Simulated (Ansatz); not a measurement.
A series of calculations on C$_{2}$H$_{3}$NS

## 1. Relaxation

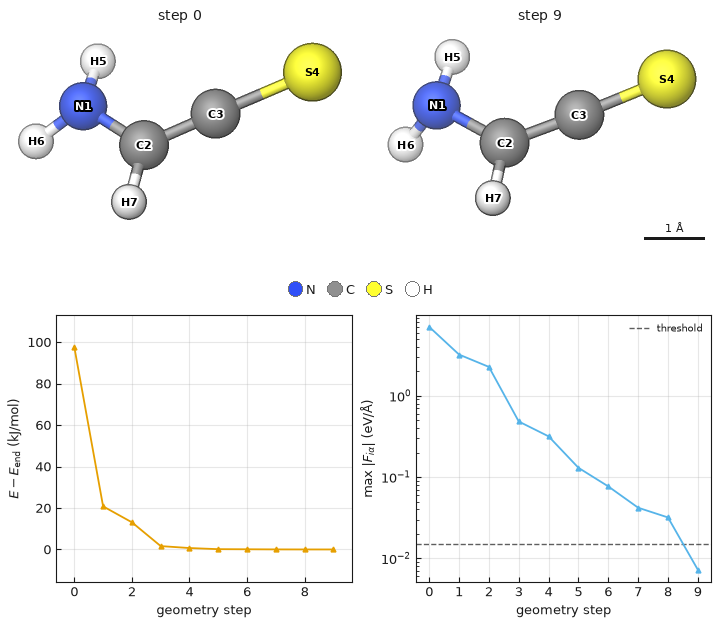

First and last geometry of a relaxation of C2H3NS, with the history of the run. The picture is a ball-and-stick view, seen at a tilt.

The run prepares an end point of a later path (inversion) calculation, from a guessed geometry.

Level of theory: RKS revPBE-D4/def2-SVP in Ansatz.

Input
```yaml
crystal:
  periodic: [false, false, false]
  atoms:
    - { symbol: "N", position_ang: [-0.0347, 1.0725, -0.166] }
    - { symbol: C, position_ang: [0.3026, -0.0682, 0.392] }
    - { symbol: C, position_ang: [0.0798, -1.2098, -0.2015] }
    - { symbol: S, position_ang: [-0.102, -2.7833, -0.9948] }
    - { symbol: H, position_ang: [-0.8255, 1.0211, -0.8864] }
    - { symbol: H, position_ang: [-0.2527, 1.883, 0.488] }
    - { symbol: H, position_ang: [0.8938, 0.0169, 1.3229] }
basis:
  gaussian: { orbitals: def2-SVP }
hamiltonian:
  xc: revpbe
  dispersion: d4
relax:
  f_tol: 0.015
  max_steps: 40
```

Run as
```bash
ansatz run input.yaml --threads 1 --pin off --max-ram 2048MiB --backend cpu --events-out ev --progress --plain --runs-dir out
```

What do the curves and the structures tell?

It converged. The energy falls by 97.6 kJ/mol in 9 geometry steps. Largest force component: 7 eV/Å at the start, 0.0072 eV/Å at the end. The atom that moves furthest after the best rigid fit is H6 (0.27 Å). By element the largest moves are H 0.27 Å, S 0.17 Å, N 0.11 Å, C 0.07 Å. Near-neighbour distances that change, for instance: C3–S4 1.772 → 1.583 Å, N1–C2 1.314 → 1.421 Å, N1–H5 1.071 → 1.026 Å, N1–H6 1.064 → 1.029 Å. Bond angles that change, for instance: C3–C2–H7 122.8° → 117.1°, C2–N1–H6 116.9° → 111.4°, N1–C2–C3 121.5° → 126.8°. The run took 26 s on 1 thread of Intel(R) Xeon(R) Processor @ 2.70GHz, with other jobs on the host, peak memory 0.16 GiB.

## 2. Relaxation

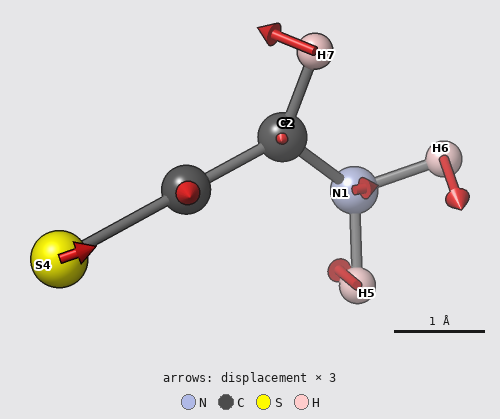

This is a relaxation of C2H3NS. The starting structure is drawn; red arrows show the displacements, 3 times their true length. The two geometries are superimposed by the best rigid fit.

Style: ball-and-stick. Shown at a tilt.

The run prepares an end point of a later path (inversion) calculation, from a guessed geometry.

Method: RKS revPBE-D4/def2-SVP (Ansatz 0.2.0).

The input:
```yaml
crystal:
  periodic: [false, false, false]
  atoms:
    - { symbol: "N", position_ang: [-0.0347, 1.0725, -0.166] }
    - { symbol: C, position_ang: [0.3026, -0.0682, 0.392] }
    - { symbol: C, position_ang: [0.0798, -1.2098, -0.2015] }
    - { symbol: S, position_ang: [-0.102, -2.7833, -0.9948] }
    - { symbol: H, position_ang: [-0.02537, 1.08627, -1.23684] }
    - { symbol: H, position_ang: [0.47895, 1.94259, 0.16755] }
    - { symbol: H, position_ang: [0.8938, 0.0169, 1.3229] }
basis:
  gaussian: { orbitals: def2-SVP }
hamiltonian:
  xc: revpbe
  dispersion: d4
relax:
  f_tol: 0.015
  max_steps: 40
```

Launched with:
```bash
ansatz run input.yaml --threads 1 --pin off --max-ram 2048MiB --backend cpu --events-out ev --progress --plain --runs-dir out
```

Which element moves most?

Answer. Hydrogen: up to 0.34 Å, against 0.15 Å for sulfur.

What did the optimiser do to the structure, and how much energy did it gain?

Answer. The atom that moves furthest after the best rigid fit is H6 (0.34 Å). Largest moves by element: H 0.34 Å, S 0.15 Å, C 0.14 Å, N 0.11 Å. Some distances before and after: C3–S4 1.772 → 1.583 Å, N1–C2 1.314 → 1.422 Å, N1–H5 1.071 → 1.026 Å, N1–H6 1.064 → 1.029 Å. Bond angles that change, for instance: C3–C2–H7 122.8° → 117.1°, C2–N1–H6 116.9° → 111.3°, N1–C2–C3 121.5° → 126.8°. Groups turn about N1–C2 by about 30°. The energy falls by 1.070 eV in 8 accepted moves (11 points after the start). Largest force component: 7 eV/Å at the start, 0.0022 eV/Å at the end. The line search rejected the trial steps at points 5, 7, 9 of the run. The run took 26 s on 1 thread of Intel(R) Xeon(R) Processor @ 2.70GHz, on a shared host, peak memory 0.15 GiB.

## 3. Path

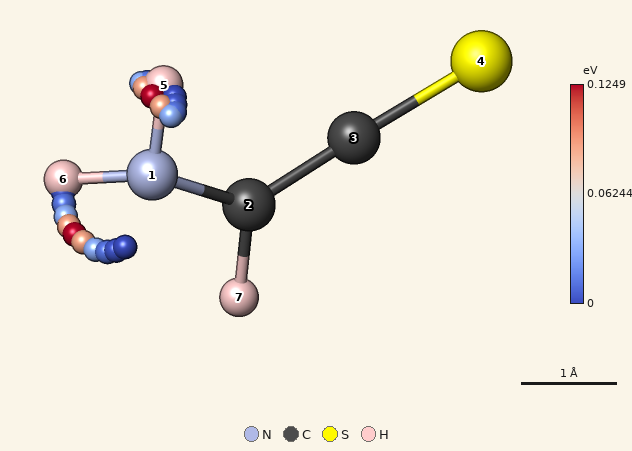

NEB run on C2H3NS. Images are numbered from 0 (start) to 10 (end). The start is drawn whole; smaller spheres mark the moving atoms (H) in the later images, joined by lines and coloured by the energy of the image relative to the start. Style: ball-and-stick. Shown at a tilt.

These are results of RKS revPBE-D4/def2-SVP (Ansatz 0.2.0), not measurements.

The input:
```yaml
crystal:
  periodic: [false, false, false]
  atoms:
    - { symbol: "N", position_ang: [-0.03308, 1.183589, -0.172043] }
    - { symbol: C, position_ang: [0.347327, -0.083209, 0.348618] }
    - { symbol: C, position_ang: [0.08768, -1.277726, -0.186973] }
    - { symbol: S, position_ang: [-0.163489, -2.683285, -0.869635] }
    - { symbol: H, position_ang: [-0.684837, 1.091602, -0.95894] }
    - { symbol: H, position_ang: [-0.484646, 1.763823, 0.547179] }
    - { symbol: H, position_ang: [0.992346, -0.062594, 1.245993] }
basis:
  gaussian: { orbitals: def2-SVP }
hamiltonian:
  xc: revpbe
  dispersion: d4
neb:
  order_check: false
  images: 9
  f_tol: 0.05
  max_iterations: 60
  initial_path: idpp
  final_atoms:
    - { symbol: "N", position_ang: [-0.44830798, 1.09966856, 0.10919466] }
    - { symbol: C, position_ang: [0.23677659, -0.10547142, 0.42391109] }
    - { symbol: C, position_ang: [0.1622178, -1.2624903, -0.23702581] }
    - { symbol: S, position_ang: [0.00674167, -2.64853356, -0.98509209] }
    - { symbol: H, position_ang: [-0.91796141, 1.04488395, -0.80121066] }
    - { symbol: H, position_ang: [0.19586696, 1.90116673, 0.08523022] }
    - { symbol: H, position_ang: [0.82596738, -0.09702396, 1.35919159] }
```

Run as
```bash
ansatz run input.yaml --threads 1 --pin off --max-ram 2048MiB --backend cpu --events-out ev --progress --plain --runs-dir out
```

Question: Describe the path and its energy.

Answer: The motion is an umbrella inversion at N1. No bond forms or breaks between the ends. Bond angles that change up to the highest image, for instance: H5–N1–H6 107.9° → 118.7°, C2–N1–H5 111.8° → 121.4°. The barrier is about 0.125 eV in both directions, with image 5 at the top; the ends have the same energy. The band converged in 5 iterations. The largest component of the band force went from 0.78 to 0.032 eV/Å. The climbing image converged on the top of the path. Its vibrational analysis gives one imaginary mode (560i cm⁻¹), as a transition state must have.

The run took 120 s on 1 thread of Intel(R) Xeon(R) Processor @ 2.70GHz (shared host), peak memory 0.15 GiB.
